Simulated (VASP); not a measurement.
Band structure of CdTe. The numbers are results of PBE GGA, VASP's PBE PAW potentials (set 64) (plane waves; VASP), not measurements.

The cell holds a wide vacuum, so values per volume refer to the whole cell. Unless said otherwise, spin-orbit coupling is left out, though it shifts the bands of the heavy elements here.

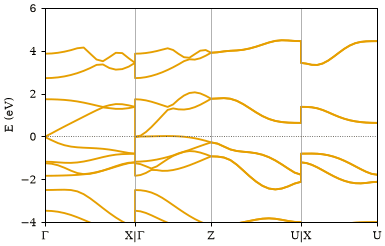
Figure. Bands along high-symmetry lines, zero at the valence-band maximum or, without a gap, the Fermi level

**Question.** Read the plot: is there a gap, and where are the band edges?

**Answer.** It has no gap at this level: it comes out as a metal or semimetal.

The cell is a sheet with vacuum, built from a generated structure.
